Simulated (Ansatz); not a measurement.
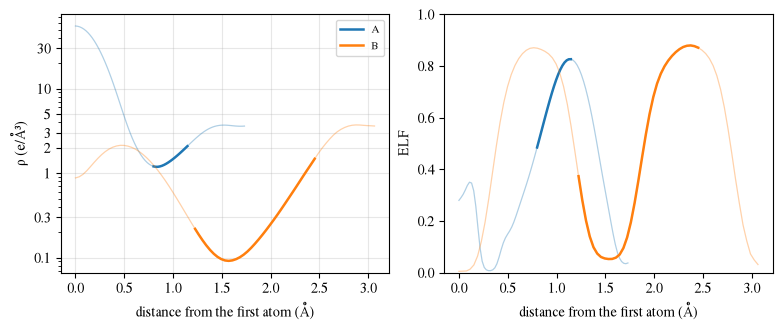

*RbGeN. Valence charge density (pseudo) and electron localisation function along straight lines between neighbouring atoms. Thin, pale parts lie inside the atomic spheres.*

Space group I4₁md; a structure generated by program, which may or may not match a known phase.

These are results of DFT PBE, scalar-relativistic, plane waves, PAW in Ansatz, not measurements.

Core electrons are frozen (PAW), and the valence fields are smoothed inside the atomic spheres.

Input

```
crystal:
  lattice:
    - [-2.5216782751, 2.5216782751, 6.3847033189]
    - [2.5216782751, -2.5216782751, 6.3847033189]
    - [2.5216782751, 2.5216782751, -6.3847033189]
  atoms:
    - { symbol: Rb, position: [0.8015095348, 0.8015095348, 0.0] }
    - { symbol: Rb, position: [0.5515095348, 0.0515095348, 0.5] }
    - { symbol: Ge, position: [0.2793753997, 0.2793753997, 0.0] }
    - { symbol: Ge, position: [0.0293753997, 0.5293753997, 0.5] }
    - { symbol: "N", position: [0.4150250755, 0.4150250755, 0.0] }
    - { symbol: "N", position: [0.1650250755, 0.6650250755, 0.5] }
basis:
  ecutwfc: 420
kpoints:
  mp_grid: { grid: [8, 8, 8] }
hamiltonian:
  xc: pbe
scf:
  occupations: { method: gaussian, width: 0.02 }
output:
  forces: true
  stress: true
  eigenvalues: true
  write_density: true
  write_potential: true
  elf: true
  volumetric_format: npy
relax:
  adjacent_minimum: "off"
  f_tol: 0.01
  max_steps: 80
  cell: { stress_tol: 0.05 }
```

Launched as:

```sh
ansatz run input.yaml --threads 1 --pin off --max-ram 2560MiB --backend cpu --events-out ev --progress --plain --runs-dir out
```

Below, planes, directions and counts refer to the conventional cell (a = 5.07 Å, b = 5.07 Å, c = 12.76 Å, α = 90.00°, β = 90.00°, γ = 90.00°).

The fields are those of the run's last geometry, not of the input's.

Which curve belongs to which contact (Ge–N and Rb–N)? The first atom named is at distance zero.

Answer. Curve A: Ge–N (1.73 Å): ρ at the midpoint is about 1.2 e/Å³; the ELF peaks at about 0.85 in the valence shell of N, 0.6 Å from its nucleus, and is about 0.60 at the midpoint. Curve B: Rb–N (3.06 Å): ρ is about 0.09 e/Å³ halfway; the ELF is about 0.05 at the midpoint: an ionic contact with no shared pair.
